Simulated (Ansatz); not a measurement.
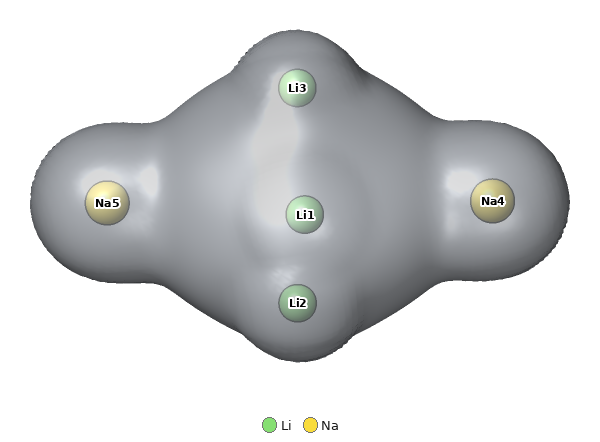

Li3Na2 (charge +1, quintet). Isosurface of the electron density at 0.03 e/Å³ (grey), seen at a tilt.

Geometry: B3LYP/def2-TZVP.

Method: Ansatz 0.2.0, UKS PBE0/def2-TZVP.

```xyz
5

Li    0.8684    0.4658   -1.5991
Li    0.9871   -0.7045    1.4310
Li   -1.8535    0.2402    0.1632
Na    0.4356    2.6767    1.0194
Na   -0.4376   -2.6783   -1.0146
```

**Which contacts does the surface bridge?**

At this value the surface is in one piece. It bridges the sampled Na···Li (3.45 Å), Li–Li (3.25 Å) and Na–Li (3.45 Å) contacts, where the density stays above the isovalue. On the grid the lowest density along these lines, outside the cores, is 0.04 e/Å³ (Na···Li, 3.45 Å), 0.04 e/Å³ (Li–Li, 3.25 Å) and 0.04 e/Å³ (Na–Li, 3.45 Å).
